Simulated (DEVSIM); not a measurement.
System: illuminated GaAs p-on-n cell, one wavelength, at 300 K.

| layer (left to right) | material | thickness (μm) | Nd (cm⁻³) | Na (cm⁻³) | τn (s) | τp (s) | absorption coefficient (cm⁻¹) |
|---|---|---|---|---|---|---|---|
| 1 | GaAs | 0.810 | - | 8.8e17 | 5.9e-11 | 4.6e-10 | 5700 |
| 2 | GaAs | 0.800 | 1.1e17 | - | 3.1e-9 | 3.1e-9 | 5700 |

Left contact: ohmic, minority electron recombination velocity 300 cm/s. Right contact: ohmic, minority hole recombination velocity 1e6 cm/s. Voltage is applied to the left contact. Recombination: SRH at mid-gap, radiative, Auger. Light enters at the left, 3.9e17 photons cm⁻² s⁻¹, one pass, no reflection. Mobility is constant in doping.

Constants are typed, rounded textbook-type inputs, not results; the design itself was drawn at random and stands for no fabricated device. Values at 300 K.

```
parameter        GaAs
-------------  ------
gap (eV)        1.424
affinity (eV)    4.07
permittivity     12.9
Nc (cm⁻³)      4.7e17
Nv (cm⁻³)        9e18
μn (cm²/Vs)      8500
μp (cm²/Vs)       400
B (cm³/s)       2e-10
Cn (cm⁶/s)      1e-30
Cp (cm⁶/s)      1e-30
```

Simulated with DEVSIM: 1D drift-diffusion, Boltzmann statistics, complete ionisation; no tunnelling, impact ionisation, image-force lowering or self-heating.

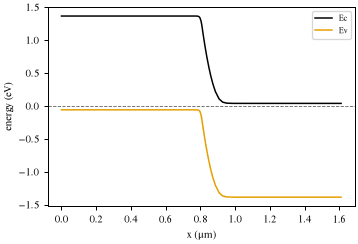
*Band edges at zero bias, in the dark*

Energies count from the Fermi level of the right contact; mesh points crowd at the junctions.

```json
[
 {"x (μm)": "0.000", "Ec (eV)": "1.364", "Ev (eV)": "-0.060", "n (cm⁻³)": "< 1e2", "p (cm⁻³)": "8.8e17", "field (V/cm)": "≈ 0"},
 {"x (μm)": "0.01653", "Ec (eV)": "1.364", "Ev (eV)": "-0.060", "n (cm⁻³)": "< 1e2", "p (cm⁻³)": "8.8e17", "field (V/cm)": "≈ 0"},
 {"x (μm)": "0.04375", "Ec (eV)": "1.364", "Ev (eV)": "-0.060", "n (cm⁻³)": "< 1e2", "p (cm⁻³)": "8.8e17", "field (V/cm)": "≈ 0"},
 {"x (μm)": "0.08856", "Ec (eV)": "1.364", "Ev (eV)": "-0.060", "n (cm⁻³)": "< 1e2", "p (cm⁻³)": "8.8e17", "field (V/cm)": "≈ 0"},
 {"x (μm)": "0.1935", "Ec (eV)": "1.364", "Ev (eV)": "-0.060", "n (cm⁻³)": "< 1e2", "p (cm⁻³)": "8.8e17", "field (V/cm)": "≈ 0"},
 {"x (μm)": "0.3351", "Ec (eV)": "1.364", "Ev (eV)": "-0.060", "n (cm⁻³)": "< 1e2", "p (cm⁻³)": "8.8e17", "field (V/cm)": "≈ 0"},
 {"x (μm)": "0.5188", "Ec (eV)": "1.364", "Ev (eV)": "-0.060", "n (cm⁻³)": "< 1e2", "p (cm⁻³)": "8.8e17", "field (V/cm)": "≈ 0"},
 {"x (μm)": "0.6705", "Ec (eV)": "1.364", "Ev (eV)": "-0.060", "n (cm⁻³)": "< 1e2", "p (cm⁻³)": "8.8e17", "field (V/cm)": "≈ 0"},
 {"x (μm)": "0.7353", "Ec (eV)": "1.364", "Ev (eV)": "-0.060", "n (cm⁻³)": "< 1e2", "p (cm⁻³)": "8.8e17", "field (V/cm)": "≈ 0"},
 {"x (μm)": "0.7723", "Ec (eV)": "1.364", "Ev (eV)": "-0.060", "n (cm⁻³)": "< 1e2", "p (cm⁻³)": "8.8e17", "field (V/cm)": "-310"},
 {"x (μm)": "0.7971", "Ec (eV)": "1.338", "Ev (eV)": "-0.086", "n (cm⁻³)": "< 1e2", "p (cm⁻³)": "3.3e17", "field (V/cm)": "-48000"},
 {"x (μm)": "0.8166", "Ec (eV)": "1.071", "Ev (eV)": "-0.353", "n (cm⁻³)": "< 1e2", "p (cm⁻³)": "1.0e13", "field (V/cm)": "-180000"},
 {"x (μm)": "0.8374", "Ec (eV)": "0.737", "Ev (eV)": "-0.687", "n (cm⁻³)": "190000", "p (cm⁻³)": "2.6e7", "field (V/cm)": "-140000"},
 {"x (μm)": "0.8717", "Ec (eV)": "0.334", "Ev (eV)": "-1.090", "n (cm⁻³)": "1.2e12", "p (cm⁻³)": "< 1e2", "field (V/cm)": "-91000"},
 {"x (μm)": "0.9518", "Ec (eV)": "0.041", "Ev (eV)": "-1.383", "n (cm⁻³)": "9.7e16", "p (cm⁻³)": "< 1e2", "field (V/cm)": "-2600"},
 {"x (μm)": "1.060", "Ec (eV)": "0.038", "Ev (eV)": "-1.387", "n (cm⁻³)": "1.1e17", "p (cm⁻³)": "< 1e2", "field (V/cm)": "≈ 0"},
 {"x (μm)": "1.226", "Ec (eV)": "0.038", "Ev (eV)": "-1.387", "n (cm⁻³)": "1.1e17", "p (cm⁻³)": "< 1e2", "field (V/cm)": "≈ 0"},
 {"x (μm)": "1.387", "Ec (eV)": "0.038", "Ev (eV)": "-1.387", "n (cm⁻³)": "1.1e17", "p (cm⁻³)": "< 1e2", "field (V/cm)": "≈ 0"},
 {"x (μm)": "1.506", "Ec (eV)": "0.038", "Ev (eV)": "-1.387", "n (cm⁻³)": "1.1e17", "p (cm⁻³)": "< 1e2", "field (V/cm)": "≈ 0"},
 {"x (μm)": "1.557", "Ec (eV)": "0.038", "Ev (eV)": "-1.387", "n (cm⁻³)": "1.1e17", "p (cm⁻³)": "< 1e2", "field (V/cm)": "≈ 0"},
 {"x (μm)": "1.588", "Ec (eV)": "0.038", "Ev (eV)": "-1.387", "n (cm⁻³)": "1.1e17", "p (cm⁻³)": "< 1e2", "field (V/cm)": "≈ 0"},
 {"x (μm)": "1.610", "Ec (eV)": "0.038", "Ev (eV)": "-1.387", "n (cm⁻³)": "1.1e17", "p (cm⁻³)": "< 1e2", "field (V/cm)": "≈ 0"}
]
```
